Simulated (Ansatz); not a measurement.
# C40H32 (SMILES [H]/C=C/c1ccc(/C=C/c2ccc(/C=C/c3ccc(/C=C/c4ccc(/C=C/c5ccccc5)cc4)cc3)cc2)cc1): what the fields show

C40H32 (SMILES [H]/C=C/c1ccc(/C=C/c2ccc(/C=C/c3ccc(/C=C/c4ccc(/C=C/c5ccccc5)cc4)cc3)cc2)cc1), 72 atoms.

Geometry: PBE-D4/def2-SVP; not at a stationary point (largest force 0.6 eV/Å).

Theory: RKS PBE0-D4/def2-SVP (Ansatz 0.2.0).

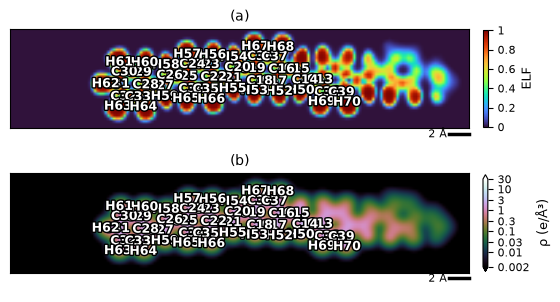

Figure 1. (a) ELF; (b) total electron density on the plane of atoms C22, C21 and H55. Grey discs cover the atomic cores in the ELF map.

Question: What do the fields say about this system?

Answer:
- The section cuts through C and H sites.
- C–C (1.37 Å): ρ is about 2.2 e/Å³ halfway; the ELF peaks at about 0.95 between the atoms; localised, covalent bonding.
- C–H (1.10 Å): ρ is about 1.9 e/Å³ halfway; the ELF climbs to about 1 towards the hydrogen, as it does in any bond to H (an ordinary covalent bond to hydrogen).
- C–C (1.39 Å): ρ at the midpoint is about 2.1 e/Å³; the ELF peaks at about 0.95 between the atoms: localised, covalent bonding.
- C–C (1.46 Å): the density is about 1.8 e/Å³ at the midpoint; the ELF peaks at about 0.95 between the atoms (localised, covalent bonding).

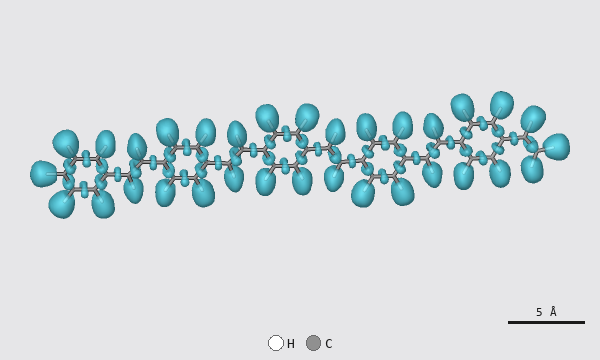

Figure 2. Isosurface of the ELF at 0.8 (cyan), seen at a tilt. Only the valence region is drawn (cores and ρ < 0.01 e/Å³ removed).

Question: Describe the localisation domains.

Answer: The ELF exceeds this value in 44 regions between bonded C–C atoms (shared pairs) and 32 regions around hydrogen nuclei. Profiles from the grid: C–C (1.35 Å): the ELF peaks at about 0.95 between the atoms; localised, covalent bonding.

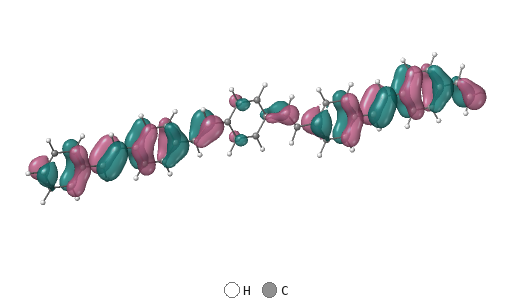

Figure 3. The HOMO−1 at ±0.06 Å⁻³ᐟ² (teal and pink are the two phases), seen at a tilt.

Question: Describe this orbital and give its energy.

Answer: No atom holds more than about 10 % of it (Hirshfeld); by element the shares are C 95 % and H 5 %. Its energy is −5.81 eV.
